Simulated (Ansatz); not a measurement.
The figure comes from a scan of MoSi2 (MoSi2 type, space group I4/mmm): one Mo atom of a 3-atom cell moves by s towards the nearest neighbour, with its periodic images. Calculation: r2SCAN (plane waves to 500 eV, PAW, scalar-relativistic; Ansatz, a quantum-chemistry and plane-wave program). k mesh 12×12×12 (Γ-centred), Fermi-Dirac smearing 0.05 eV. Energies are smeared free energies. Left out: 4 of 11 points, with atoms too close for the PAW data. With partly filled bands, energies and forces of such displacements shift with the k mesh and the smearing. MoSi2 is run without spin polarisation. MoSi2 was relaxed with its symmetry unable to fall. The PAW data are Ansatz's earlier set. The zero of ΔE is the undisplaced structure.

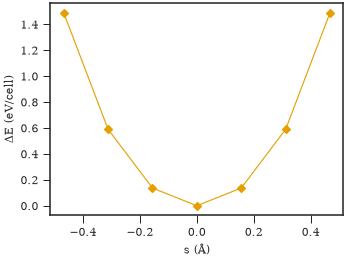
Figure: ΔE (eV/cell) against s (Å); computed points joined by lines.

Task: Read the plotted values off the figure, to the accuracy that the plot allows.

Result: To the nearest 0.02:

| s (Å) | ΔE (eV/cell) |
|---|---|
| -0.468 | 1.50 |
| -0.312 | 0.60 |
| -0.156 | 0.14 |
| 0.000 | 0.00 |
| 0.156 | 0.14 |
| 0.312 | 0.60 |
| 0.468 | 1.50 |

(A displaced cell: forces are minus the slopes of the energy, force constants its curvatures, and phonons follow from these.)
